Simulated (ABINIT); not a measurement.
KTaO3 (Pm-3m): refractive index against wavelength

The refractive index of KTaO3 (Pm-3m) below the direct gap (2.87 eV on the mesh) is read from one computed spectrum, n = √(Re ε).

Cell: a, b, c = 3.988, 3.988, 3.988 Å (primitive vectors), 5 atoms.

Method: ABINIT 10.8.3, PBE, independent particles, k-mesh 8×8×8, Lorentzian half width 0.05 eV.

Launch of the response step: `optic optic.abi`. The run took 69 s, its band step included, on 4 threads of AMD EPYC 9R45 96-Core Processor (Zen 5), on a shared host.

```
wavelength (nm)  photon energy E (eV)       n
           2000                 0.620  2.3177
           1550                 0.800  2.3259
           1310                 0.946       ?
           1064                 1.165  2.3501
            850                 1.459  2.3784
            700                 1.771  2.4202
            633                 1.959  2.4533
```

In the single-oscillator model n² − 1 = E₀E_d/(E₀² − E²), so 1/(n² − 1) = E₀/E_d − E²/(E₀E_d) is linear in E².

Working, on the rows shown:

| x = E² (eV²) | y = 1/(n² − 1) |
| --- | --- |
| 0.384302 | 0.228742 |
| 0.639837 | 0.226767 |
| 1.35784 | 0.221094 |
| 2.12762 | 0.21474 |
| 3.13716 | 0.205873 |
| 3.83641 | 0.199256 |

Means: x̄ = 1.9139, ȳ = 0.21608. Σ(x − x̄)(y − ȳ) = -0.08089, Σ(x − x̄)² = 9.51. Slope = -0.08089 / 9.51 = -0.008506; intercept = ȳ − slope · x̄ = 0.23236. Turned back into n, the line misses the rows shown by at most 0.0024.

**Question.** Fill in the last column of the withheld row.

**Answer.** At x = 0.89576 the line gives y = 0.22474, that is 2.3344. The run gave 2.3343, so the interpolation is off by 0.00014, 0.1 % of the range in the table.

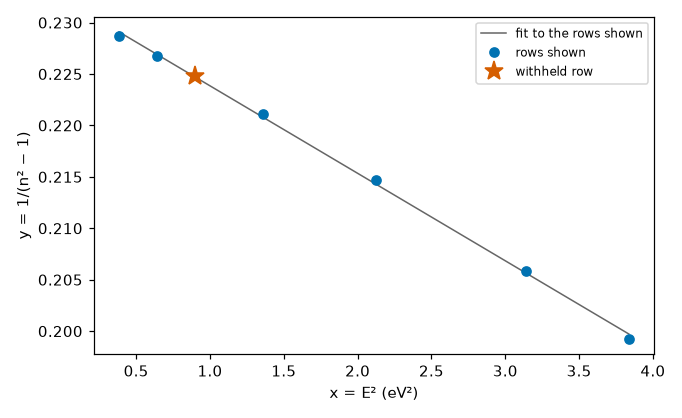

Refitted with all rows, the slope is -0.008508 and the intercept 0.23237. These give E₀ = √(intercept/−slope) = 5.23 eV and E_d = E₀/intercept = 22.5 eV; E₀ is 1.8 times the direct gap. The electronic limit at long wavelengths, without lattice vibrations, is n = √(1 + 1/intercept) = 2.303. Excitons are left out and so are local fields; PBE gaps are as a rule too small. The values come from a sum over the points of one k-mesh and carry its error, which grows as the direct gap shrinks. Spin-orbit coupling is left out.

[Logs are printed without paths, hosts, clocks, repeated set-up lines and the standing remarks that a program may print on its own settings, such as how far it seeks lower states.]
